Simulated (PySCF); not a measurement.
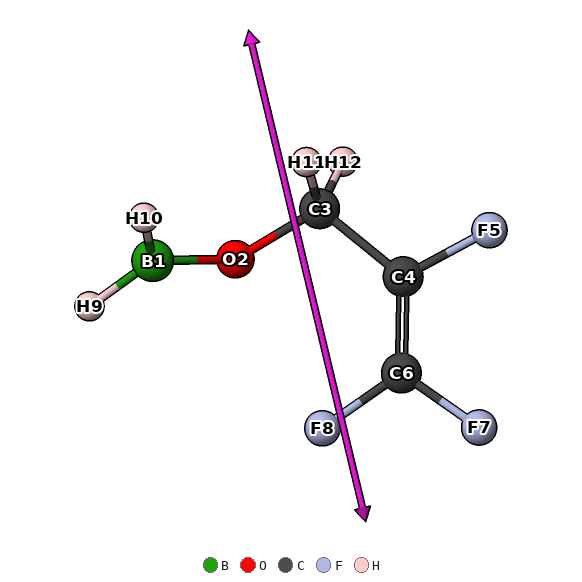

The double arrow shows the direction of the transition dipole to excited singlet state 5 (its length means nothing). The computed structure is the end point of a GFN2-xTB optimisation. No frequency run is at hand to confirm it as a minimum. Properties computed with TDDFT CAM-B3LYP/def2-SVPD, vertical, gas phase, core orbitals frozen in the response (PySCF 2.14.0).

**Where does the transition lie, and how strong is it?**

7.84 eV (158 nm), oscillator strength 0.39, mainly HOMO → LUMO+3 (weight 0.79); transition dipole 3.64 D.

The geometry is semi-empirical. Around B such bond lengths and angles can be off by a tenth of an ångström or more and by several degrees, and values that hang on the shape move with them.
